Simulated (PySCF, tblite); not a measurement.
# C5H10OSSi: dynamics, then NMR shifts on frames, part 2 of 2

tblite 0.8.0 and PySCF 2.14.0. Atoms count from 0. The steps go on from the part before.

### 6 Shielding tensors: 800 fs, PBE0/pcSseg-1

The job: settings as JSON, then the geometry in Å.

```
{"job": {"kind": "nmr", "xc": "PBE0", "basis": "pcSseg-1", "pop": false}, "charge": 0, "multiplicity": 1}
O     -2.718500     0.943700    -1.462700
C     -1.930300     0.405600    -0.655700
C     -2.414000     0.057100     0.688400
S     -1.264100    -1.121500     1.363000
C      0.087600    -0.476100     0.337500
C      1.261200    -1.393500     0.429500
Si     2.877300    -0.828600    -0.367900
C     -0.618500    -0.137500    -0.944300
H     -2.400600     0.934100     1.336000
H     -3.409300    -0.413400     0.558600
H      0.307200     0.452300     0.908600
H      1.389900    -1.485700     1.436200
H      0.906500    -2.344800     0.072100
H      3.791600    -1.991800    -0.067500
H      3.421900     0.400600     0.192300
H      2.628800    -0.759600    -1.690700
H     -0.754300    -1.030700    -1.572600
H      0.021500     0.553200    -1.534900
```

Method: GIAO PBE0/pcSseg-1 NMR shielding, non-relativistic, gas phase.

The log of the run:

```text
coarse grid: 15968 points
cycle   1  E = -958.5792965648  dE =  1.268e+00  |g| = 8.207e-01  |ddm| = 3.980e+00
cycle   2  E = -958.0705808455  dE =  5.087e-01  |g| = 1.792e+00  |ddm| = 2.852e+00
cycle   3  E = -958.7138586643  dE = -6.433e-01  |g| = 1.844e-01  |ddm| = 2.258e+00
cycle   4  E = -958.7212903098  dE = -7.432e-03  |g| = 6.919e-02  |ddm| = 2.331e-01
cycle   5  E = -958.7223685877  dE = -1.078e-03  |g| = 1.702e-02  |ddm| = 8.163e-02
cycle   6  E = -958.7224337307  dE = -6.514e-05  |g| = 6.459e-03  |ddm| = 2.681e-02
cycle   7  E = -958.7224425726  dE = -8.842e-06  |g| = 1.698e-03  |ddm| = 7.056e-03
final grid: 144640 points
cycle   8  E = -958.7809849726  dE = -1.184e-05  |g| = 1.476e-02  |ddm| = 3.290e-02
cycle   9  E = -958.7808504836  dE =  1.345e-04  |g| = 3.010e-02  |ddm| = 3.610e-02
cycle  10  E = -958.7810271329  dE = -1.766e-04  |g| = 3.046e-03  |ddm| = 2.582e-02
cycle  11  E = -958.7810290700  dE = -1.937e-06  |g| = 2.817e-04  |ddm| = 3.018e-03
cycle  12  E = -958.7810290876  dE = -1.758e-08  |g| = 1.243e-04  |ddm| = 5.227e-04
cycle  13  E = -958.7810290911  dE = -3.457e-09  |g| = 3.373e-05  |ddm| = 1.501e-04
cycle  14  E = -958.7810290914  dE = -2.713e-10  |g| = 7.892e-06  |ddm| = 4.372e-05
converged SCF energy = -958.7810290914

GIAO shielding tensors (ppm)
atom      isotropic    diamagn.    paramagn.     s11        s22        s33       span
  0 O     -403.482     394.955    -798.437  -1071.849   -493.855    355.257   1427.106
  1 C      -46.132     247.051    -293.183   -128.847    -74.843     65.295    194.142
  2 C      141.576     258.341    -116.765    115.328    141.518    167.881     52.553
  3 S      485.127    1057.390    -572.263    301.546    366.261    787.574    486.028
  4 C      140.409     252.650    -112.241    109.029    154.494    157.704     48.676
  5 C      178.481     249.891     -71.411    162.473    175.941    197.028     34.555
  6 Si     428.695     879.082    -450.387    395.913    430.471    459.701     63.788
  7 C      143.110     251.926    -108.815    135.339    141.669    152.323     16.985
  8 H       27.610      30.149      -2.539     21.697     26.364     34.770     13.073
  9 H       27.527      29.169      -1.642     22.467     25.979     34.135     11.668
 10 H       27.677      33.710      -6.033     22.336     28.032     32.662     10.325
 11 H       32.198      32.807      -0.609     25.631     33.148     37.816     12.186
 12 H       31.246      31.105       0.141     25.729     31.256     36.753     11.023
 13 H       27.272      26.903       0.368     23.669     25.123     33.023      9.354
 14 H       27.984      28.324      -0.340     24.576     26.063     33.314      8.739
 15 H       29.423      30.316      -0.893     25.005     28.442     34.823      9.818
 16 H       29.368      30.681      -1.314     25.659     28.151     34.293      8.634
 17 H       28.652      31.201      -2.549     23.751     28.045     34.161     10.410
```

Wall time 30 s (1 thread of Intel Xeon Platinum 8488C, shared host); peak memory 0.91 GiB.

Key values: δ C1 233.1, C4 46.5, C2 45.3, C7 43.8, H13 4.45, H9 4.19 ppm.

### 7 Shielding tensors: 1000 fs, PBE0/pcSseg-1

The job: settings as JSON, then the geometry in Å.

```
{"job": {"kind": "nmr", "xc": "PBE0", "basis": "pcSseg-1", "pop": false}, "charge": 0, "multiplicity": 1}
O     -2.256100     0.810300    -1.862600
C     -1.826600     0.173100    -0.952400
C     -2.362800     0.193000     0.423200
S     -1.322800    -0.718600     1.595900
C      0.073800    -0.589700     0.313400
C      1.229600    -1.450600     0.663500
Si     2.703100    -1.486800    -0.619100
C     -0.650000    -0.749600    -0.987900
H     -2.400200     1.298400     0.614400
H     -3.403800    -0.223400     0.446900
H      0.368200     0.492900     0.423200
H      1.393300    -1.190300     1.745600
H      0.860900    -2.502100     0.681100
H      3.824700    -2.175000    -0.051300
H      2.915300    -0.065600    -0.794100
H      2.271300    -2.178100    -1.903300
H     -0.942100    -1.807200    -1.229200
H     -0.072500    -0.522300    -1.869300
```

Method: GIAO PBE0/pcSseg-1 NMR shielding, non-relativistic, gas phase.

The log of the run:

```text
coarse grid: 15968 points
cycle   1  E = -958.6098357940  dE =  1.025e+00  |g| = 7.729e-01  |ddm| = 3.918e+00
cycle   2  E = -958.2580679271  dE =  3.518e-01  |g| = 1.563e+00  |ddm| = 2.362e+00
cycle   3  E = -958.7261050708  dE = -4.680e-01  |g| = 1.609e-01  |ddm| = 1.802e+00
cycle   4  E = -958.7317268117  dE = -5.622e-03  |g| = 6.012e-02  |ddm| = 1.989e-01
cycle   5  E = -958.7325389308  dE = -8.121e-04  |g| = 1.679e-02  |ddm| = 7.013e-02
cycle   6  E = -958.7326085166  dE = -6.959e-05  |g| = 5.466e-03  |ddm| = 2.545e-02
cycle   7  E = -958.7326149731  dE = -6.456e-06  |g| = 1.331e-03  |ddm| = 5.683e-03
final grid: 144640 points
cycle   8  E = -958.7914219721  dE = -1.239e-05  |g| = 1.324e-02  |ddm| = 3.178e-02
cycle   9  E = -958.7913262758  dE =  9.570e-05  |g| = 2.575e-02  |ddm| = 3.169e-02
cycle  10  E = -958.7914568774  dE = -1.306e-04  |g| = 2.102e-03  |ddm| = 2.184e-02
cycle  11  E = -958.7914578071  dE = -9.297e-07  |g| = 2.467e-04  |ddm| = 2.183e-03
cycle  12  E = -958.7914578202  dE = -1.313e-08  |g| = 1.200e-04  |ddm| = 4.473e-04
cycle  13  E = -958.7914578236  dE = -3.344e-09  |g| = 3.271e-05  |ddm| = 1.458e-04
cycle  14  E = -958.7914578238  dE = -2.537e-10  |g| = 7.375e-06  |ddm| = 4.232e-05
converged SCF energy = -958.7914578238

GIAO shielding tensors (ppm)
atom      isotropic    diamagn.    paramagn.     s11        s22        s33       span
  0 O     -292.105     396.815    -688.920   -842.956   -378.804    345.445   1188.401
  1 C      -25.721     249.568    -275.289    -96.655    -51.203     70.694    167.348
  2 C      138.922     255.786    -116.864    112.248    143.758    160.760     48.513
  3 S      437.198    1056.611    -619.413    210.788    359.084    741.722    530.934
  4 C      129.883     252.442    -122.559     93.668    140.742    155.240     61.572
  5 C      167.525     248.251     -80.726    149.406    161.255    191.916     42.510
  6 Si     418.667     878.790    -460.123    381.395    419.401    455.204     73.809
  7 C      139.357     253.939    -114.582    126.342    134.390    157.339     30.997
  8 H       27.635      29.226      -1.590     22.358     26.540     34.008     11.651
  9 H       27.355      27.662      -0.306     22.203     25.652     34.212     12.009
 10 H       27.502      33.260      -5.758     23.322     27.122     32.062      8.740
 11 H       29.195      28.938       0.256     22.845     29.087     35.653     12.807
 12 H       29.933      30.001      -0.068     25.150     30.403     34.245      9.094
 13 H       27.975      28.253      -0.278     24.343     25.555     34.026      9.683
 14 H       27.842      29.308      -1.466     24.344     26.359     32.825      8.481
 15 H       27.059      28.161      -1.103     23.453     26.379     31.344      7.891
 16 H       28.898      30.778      -1.880     26.070     27.191     33.431      7.361
 17 H       29.867      33.790      -3.923     25.661     29.803     34.138      8.477
```

It took 30 s on 1 thread of Intel Xeon Platinum 8488C, shared host; peak memory 1.1 GiB.

Key values: δ C1 212.6, C4 57.0, C2 48.0, C7 47.6, H15 4.66, H9 4.36 ppm.

### 8 Run by run: NMR shifts

Shifts (ppm) of some atoms, chosen among heavy atoms and hydrogens apart, with basis size and wall time:

```csv
frame,C1,C7,C5,H15,H11,O0,S3,functions,time
250 fs,208.2,66.5,22.0,3.69,0.95,641.3,20,200,38 s
425 fs,227.7,58.3,11.9,4.23,0.74,708.1,161,200,30 s
625 fs,208.3,45.3,26.7,3.74,2.41,625.8,65,200,30 s
800 fs,233.1,43.8,8.4,2.29,-0.48,739.6,19,200,30 s
1000 fs,212.6,47.6,19.4,4.66,2.52,628.2,67,200,30 s
```

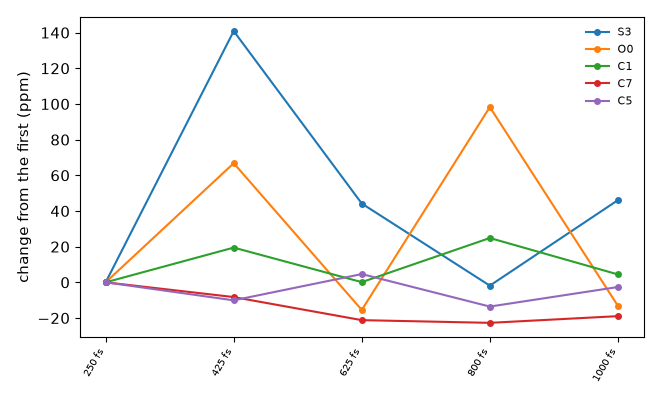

How five of the tabulated atoms move from run to run.

### 9 Summary of results

This closing draws on all 2 parts.

```
                                       quantity                                                           value
                                     thermostat                                                           300 K
                  mean temperature, second half                                                           305 K
        mean potential energy above the minimum                                                         0.69 eV
 13C shifts against TMS (PBE0/pcSseg-1, 250 fs)                               208.2, 66.5, 43.3, 42.5, 22.0 ppm
  1H shifts against TMS (PBE0/pcSseg-1, 250 fs)  4.14, 3.97, 3.93, 3.69, 3.63, 3.22, 2.85, 2.40, 0.95, 0.65 ppm
 17O shifts against H2O (PBE0/pcSseg-1, 250 fs)                                                       641.3 ppm
 33S shifts against CS2 (PBE0/pcSseg-1, 250 fs)                                                          20 ppm
29Si shifts against TMS (PBE0/pcSseg-1, 250 fs)                                                       -70.8 ppm
          surface potential, 1st and 99th percentile                                              -1.42 V and 1.19 V
                       range of the shift of S3                                                   19 to 161 ppm
```

What this shows: In the second half the potential energy averages 0.69 eV above the minimum; equipartition over 48 harmonic modes at 300 K would give 0.62 eV. With 18 atoms the temperature swings widely (159 to 396 K). Shifts at one fixed geometry are not the observed spectrum, which averages over the motion. In the first frame run (250 fs): The widest tensor belongs to O0: span 1199 ppm, with a paramagnetic part of -701 ppm. At PBE0/pcSseg-1, counted by nearest atom on the grid, the HOMO lies on S3 76 %, the LUMO on C1 36 %; O0 26 %. In ppm, S3 moves most: its shift spreads over 143 ppm, from 19 (800 fs) to 161 (425 fs).
